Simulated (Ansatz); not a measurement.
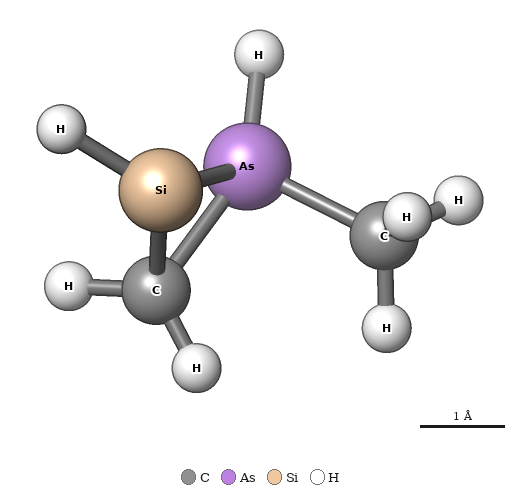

The input geometry (ball-and-stick view, seen at an oblique angle). Bond lengths as drawn: As–C 1.92 to 1.96 Å, As–H 1.52 Å, As–Si 2.40 Å, C–H 1.06 to 1.18 Å, C–Si 1.90 Å and H–Si 1.41 Å.

**C$_{2}$H$_{7}$AsSi: geometry relaxation (part 1 of 2)**

The run: geometry relaxation of C$_{2}$H$_{7}$AsSi. Method and program: RKS B3LYP/def2-SVP (Ansatz 0.2.0).

It belongs to a series of runs on one base structure; here: end point B relaxed.

Input file:
```yaml
crystal:
  periodic: [false, false, false]
  atoms:
    - { symbol: C, position_ang: [-0.9935, 1.3316, -0.1102] }
    - { symbol: As, position_ang: [0.4783, 0.8198, 1.0095] }
    - { symbol: C, position_ang: [0.1176, -1.0955, 0.7901] }
    - { symbol: Si, position_ang: [1.3651, -0.7259, -0.5908] }
    - { symbol: H, position_ang: [-1.9115, 0.7026, 0.0212] }
    - { symbol: H, position_ang: [-1.334, 2.4256, 0.1549] }
    - { symbol: H, position_ang: [-0.7304, 1.3703, -1.19] }
    - { symbol: H, position_ang: [0.656, -1.6925, 1.5955] }
    - { symbol: H, position_ang: [-0.8741, -1.3526, 0.5333] }
    - { symbol: H, position_ang: [2.6729, -1.1791, -0.316] }
    - { symbol: H, position_ang: [1.27546, 1.96566, 1.61113] }
basis:
  gaussian: { orbitals: def2-SVP }
hamiltonian:
  xc: b3lyp
relax:
  f_tol: 0.02
  max_steps: 50
output:
  orbitals: {}
```

Hardware: 2 threads of AMD EPYC (Zen 5), 16 GiB of memory available, shared host.

Run as:
```bash
ansatz run input.yaml --threads 2 --pin off --max-ram 3072MiB --backend cpu --events-out ev --progress --plain --runs-dir out
```

What the program printed:
```
The last accepted step is kept in [file] (removed where the run ends without a failure and the disk answers)
Engine: ansatz 0.2.0, x86_64-unknown-linux-gnu
Functional definition: B3LYP
  parameter a0 = 0.2
  parameter ax = 0.72
  parameter ac = 0.81
  exchange = (1 - a0 - ax)*slater_x + ax*b88_x + a0*exact_x
  correlation = (1 - ac)*vwn_rpa_c + ac*lyp_c
1211 factors; integrals over basis functions are off by at most 4.4e-4 eV
mean field evaluation 1: about -70883.0364 eV, gradient 6.2e1 eV
mean field evaluation 2: about -70854.5947 eV, gradient 1.1e2 eV
mean field evaluation 4: about -70892.5087 eV, gradient 1.1e1 eV
mean field evaluation 8: about -70892.9995 eV, gradient 5.0e-1 eV
mean field evaluation 16: about -70893.0004 eV, gradient 3.1e-4 eV
mean field -70893.00039730 eV, -2605.2697115991 hartree, gradient 8.8e-5 eV, S^2 0.000000; 0 other end points of the search recorded, 0 dependent functions left out
the calculation of the forces begins
reference -70893.00064783 eV, -2605.2697208059 hartree; 33, 33 occupied and 80, 80 virtual orbitals, 1211 factors
relax step   1: F+E_penalty+E_count = -70893.00039730 eV  Δ(F+E_penalty+E_count) = +0.000e0 eV  max|allowed force component| = 3.824e0 eV/Å  Δτ_max = 0.0000 Å  (30 SCF iters, accepted)
these checks for a lower state are left out or cut short: starts, cluster_reference, orbital_swaps, neighbouring_geometries, increment
1211 factors; integrals over basis functions are off by at most 4.6e-4 eV
mean field -70894.38153478 eV, -2605.3204674654 hartree, gradient 2.6e-5 eV, S^2 0.000000; 0 other end points of the search recorded, 0 dependent functions left out
[... from here on the field's lines of each further geometry are left out, up to the last ...]
relax step   2: F+E_penalty+E_count = -70894.38153478 eV  Δ(F+E_penalty+E_count) = -1.381e0 eV  max|allowed force component| = 9.283e-1 eV/Å  Δτ_max = 0.1947 Å  (30 SCF iters, accepted)
relax step   3: F+E_penalty+E_count = -70894.82208037 eV  Δ(F+E_penalty+E_count) = -4.405e-1 eV  max|allowed force component| = 8.150e-1 eV/Å  Δτ_max = 0.1966 Å  (29 SCF iters, accepted)
relax step   4: F+E_penalty+E_count = -70895.11838356 eV  Δ(F+E_penalty+E_count) = -2.963e-1 eV  max|allowed force component| = 7.795e-1 eV/Å  Δτ_max = 0.1948 Å  (29 SCF iters, accepted)
relax step   5: F+E_penalty+E_count = -70895.28612364 eV  Δ(F+E_penalty+E_count) = -1.677e-1 eV  max|allowed force component| = 4.338e-1 eV/Å  Δτ_max = 0.1999 Å  (27 SCF iters, accepted)
relax step   6: F+E_penalty+E_count = -70895.40639718 eV  Δ(F+E_penalty+E_count) = -1.203e-1 eV  max|allowed force component| = 6.976e-1 eV/Å  Δτ_max = 0.2000 Å  (29 SCF iters, accepted)
relax step   7: F+E_penalty+E_count = -70895.47184239 eV  Δ(F+E_penalty+E_count) = -6.545e-2 eV  max|allowed force component| = 3.134e-1 eV/Å  Δτ_max = 0.2000 Å  (28 SCF iters, accepted)
relax step   8: F+E_penalty+E_count = -70895.44074672 eV  Δ(F+E_penalty+E_count) = +3.110e-2 eV  max|allowed force component| = 6.923e-1 eV/Å  Δτ_max = 0.2000 Å  (28 SCF iters, rejected (line search))
relax step   9: F+E_penalty+E_count = -70895.49092606 eV  Δ(F+E_penalty+E_count) = -1.908e-2 eV  max|allowed force component| = 1.988e-1 eV/Å  Δτ_max = 0.0969 Å  (29 SCF iters, accepted)
relax step  10: F+E_penalty+E_count = -70895.48907130 eV  Δ(F+E_penalty+E_count) = +1.855e-3 eV  max|allowed force component| = 3.277e-1 eV/Å  Δτ_max = 0.0600 Å  (27 SCF iters, rejected (line search))
relax step  11: F+E_penalty+E_count = -70895.49389675 eV  Δ(F+E_penalty+E_count) = -2.971e-3 eV  max|allowed force component| = 8.596e-2 eV/Å  Δτ_max = 0.0300 Å  (26 SCF iters, accepted)
relax step  12: F+E_penalty+E_count = -70895.49527572 eV  Δ(F+E_penalty+E_count) = -1.379e-3 eV  max|allowed force component| = 2.982e-2 eV/Å  Δτ_max = 0.0500 Å  (26 SCF iters, accepted)
relax step  13: F+E_penalty+E_count = -70895.49557334 eV  Δ(F+E_penalty+E_count) = -2.976e-4 eV  max|allowed force component| = 2.262e-2 eV/Å  Δτ_max = 0.0213 Å  (25 SCF iters, accepted)
the calculation of the forces begins
reference -70895.49597529 eV, -2605.3614223986 hartree; 33, 33 occupied and 80, 80 virtual orbitals, 1211 factors
relax step  14: F+E_penalty+E_count = -70895.49571553 eV  Δ(F+E_penalty+E_count) = -1.422e-4 eV  max|allowed force component| = 1.628e-2 eV/Å  Δτ_max = 0.0094 Å  (25 SCF iters, accepted)
```

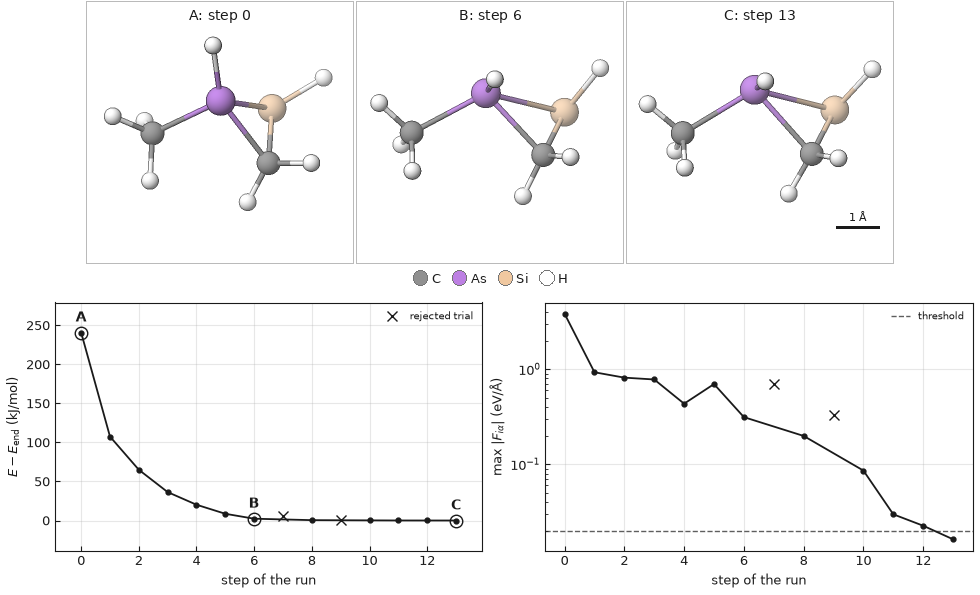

Frames of the relaxation (ball-and-stick view, seen at a tilt) above the curves, on which the letters mark them (the first geometry is step 0 here and step 1 in the log).

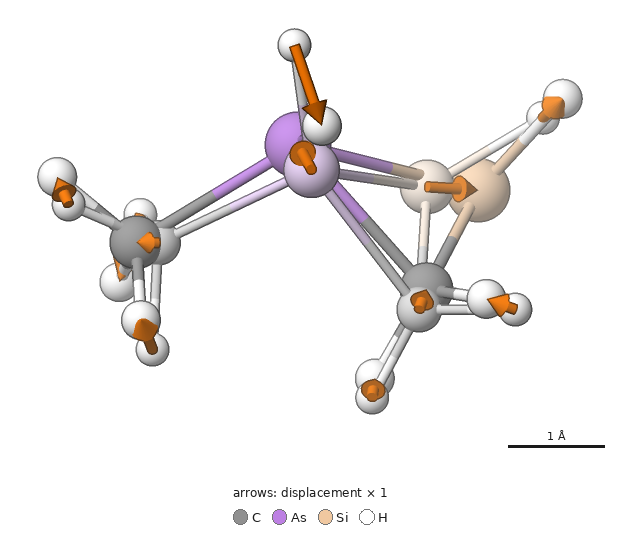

Start (faint) and end (solid) with the displacements as orange arrows, at true length (ball-and-stick view, seen at a tilt). The two geometries are laid on each other by the best rigid fit. The energy falls by 240.8 kJ/mol in 13 geometry steps. The largest force component goes from 3.8 to 0.016 eV/Å. The line search rejected the trial steps at points 7, 9 (counted from 0) and went back. The largest move after the best rigid fit is that of H11, 0.89 Å. By element the largest moves are H 0.89 Å, As 0.72 Å, Si 0.65 Å, C 0.33 Å. Distances before and after: As2–Si4 2.395 → 2.625 Å, Si4–H10 1.411 → 1.535 Å, C1–H6 1.176 → 1.100 Å, As2–C3 1.961 → 2.034 Å. Among the angles that change: C3–As2–H11 151.3° → 96.2°, C1–As2–Si4 93.8° → 122.7°, As2–Si4–H10 114.9° → 86.7°. (Atoms are counted from 1 in the order of the input.)

```
1211 factors; integrals over basis functions are off by at most 4.7e-4 eV
mean field -70895.49571553 eV, -2605.3614128529 hartree, gradient 1.1e-5 eV, S^2 0.000000; 1 other end points of the search recorded, 0 dependent functions left out
the calculation of the forces begins
reference -70895.49597529 eV, -2605.3614223986 hartree; 33, 33 occupied and 80, 80 virtual orbitals, 1211 factors
Total energy: -70895.49597529 eV, -2605.3614223986 hartree
Atom 0 at    -1.134887     1.544277    -0.066155 Å, force     0.003647     0.016284    -0.010080 eV/Å
Atom 1 at     0.692405     0.907038     0.326459 Å, force    -0.013003     0.001970    -0.000321 eV/Å
Atom 2 at     0.353728    -1.083734     0.574053 Å, force     0.001708    -0.001873     0.010717 eV/Å
Atom 3 at     1.707853    -1.252889    -0.766135 Å, force     0.005999    -0.004673    -0.003081 eV/Å
Atom 4 at    -1.848958     1.203187     0.695233 Å, force    -0.000903    -0.000479     0.000412 eV/Å
Atom 5 at    -1.132335     2.643381    -0.113998 Å, force     0.000570    -0.013638     0.002197 eV/Å
Atom 6 at    -1.424932     1.149467    -1.050515 Å, force    -0.000806     0.001293     0.004511 eV/Å
Atom 7 at     0.523408    -1.369111     1.620696 Å, force     0.000976     0.000863    -0.003233 eV/Å
Atom 8 at    -0.674072    -1.317549     0.262210 Å, force     0.005338     0.004078    -0.001421 eV/Å
Atom 9 at     2.874020    -1.097275     0.219756 Å, force    -0.004610    -0.000681    -0.001719 eV/Å
Atom 10 at     0.785630     1.243166     1.807026 Å, force     0.001085    -0.003144     0.002018 eV/Å
Dipole moment:    -0.432924     0.235700     0.299156 e Å
```

Trajectory as extended XYZ (Å, eV, eV/Å), 14 frames, from step=1 to step=14:
```
11
Properties=species:S:1:pos:R:3:forces:R:3 step=1 energy=-70893.00040
C    -0.9935    1.3316   -0.1102   -1.8142   3.3547  -0.2996
As    0.4783    0.8198    1.0095   -0.4196   0.2169  -1.0279
C     0.1176   -1.0955    0.7901    3.8242  -1.7431   2.7065
Si    1.3651   -0.7259   -0.5908   -1.7025   1.1964  -3.4126
H    -1.9115    0.7026    0.0212    0.7874   0.1688   0.1777
H    -1.3340    2.4256    0.1549    0.4770  -1.7408  -0.3815
H    -0.7304    1.3703   -1.1900    0.1393  -0.3069   0.4368
H     0.6560   -1.6925    1.5955   -1.2540   0.1987  -0.6173
H    -0.8741   -1.3526    0.5333   -1.6178   0.0493   0.2987
H     2.6729   -1.1791   -0.3160    1.9042  -0.7984   1.7091
H     1.2755    1.9657    1.6111   -0.3240  -0.5956   0.4101
11
Properties=species:S:1:pos:R:3:forces:R:3 step=2 energy=-70894.38153
C    -1.0434    1.4605   -0.1427   -0.9242   0.4793   0.0199
As    0.4657    0.7868    0.8667    0.7802   0.2806  -0.7361
C     0.2527   -1.1855    0.7848   -0.1462  -0.1013   0.9283
Si    1.3427   -0.7555   -0.7820    0.2021  -0.1120  -0.8273
H    -1.8862    0.7570    0.0432    0.2503   0.3751  -0.1038
H    -1.3751    2.4926    0.1338    0.2994  -0.5712  -0.0999
H    -0.7614    1.4055   -1.2106   -0.1337   0.1233   0.2419
H     0.6974   -1.7561    1.6247   -0.3374   0.1754  -0.1899
H    -0.8402   -1.3261    0.6723    0.3149  -0.1808   0.2137
H     2.6651   -1.1661   -0.1499    0.0777   0.1760   0.3403
H     1.2047    1.8567    1.6681   -0.3831  -0.6444   0.2130
11
Properties=species:S:1:pos:R:3:forces:R:3 step=3 energy=-70894.82208
C    -1.0800    1.5104   -0.1673   -0.1938  -0.3869   0.2338
As    0.5282    0.7682    0.6813    0.8150   0.1692  -0.5795
C     0.2995   -1.2133    0.7856   -0.8056   0.7036   0.3271
Si    1.3678   -0.8693   -0.8827    0.7085  -0.4262   0.5367
H    -1.9206    0.8323    0.0515   -0.0135   0.1373  -0.0007
H    -1.3316    2.5194    0.1701    0.0627   0.1748   0.0266
H    -0.8715    1.4756   -1.2475   -0.0751   0.1781   0.1073
H     0.7074   -1.6957    1.6857    0.0979   0.0718  -0.0955
H    -0.7981   -1.3694    0.7265    0.3479  -0.2101  -0.0465
H     2.6824   -1.0956   -0.0428   -0.3867   0.2120  -0.4164
H     1.1382    1.7072    1.7482   -0.5573  -0.6237  -0.0928
11
Properties=species:S:1:pos:R:3:forces:R:3 step=4 energy=-70895.11838
C    -1.0942    1.5310   -0.1630    0.2545  -0.3551  -0.0366
As    0.6171    0.7845    0.5088   -0.0581   0.4888   0.7795
C     0.2969   -1.1727    0.8039   -0.1081   0.5460  -0.4573
Si    1.4218   -0.9897   -0.8901    0.3461  -0.6393   0.6570
H    -1.9314    0.8673    0.0880   -0.0147  -0.0185   0.0956
H    -1.3031    2.5423    0.2012    0.1175   0.1183   0.0354
H    -0.9501    1.5238   -1.2542   -0.1937   0.1800   0.0489
H     0.7096   -1.6234    1.7177    0.1552   0.2365  -0.0378
H    -0.7831   -1.3956    0.7267    0.2158   0.0287  -0.1299
H     2.7312   -1.0874   -0.0366   -0.3398   0.0756  -0.3465
H     1.0072    1.5898    1.8061   -0.3748  -0.6611  -0.6083
```
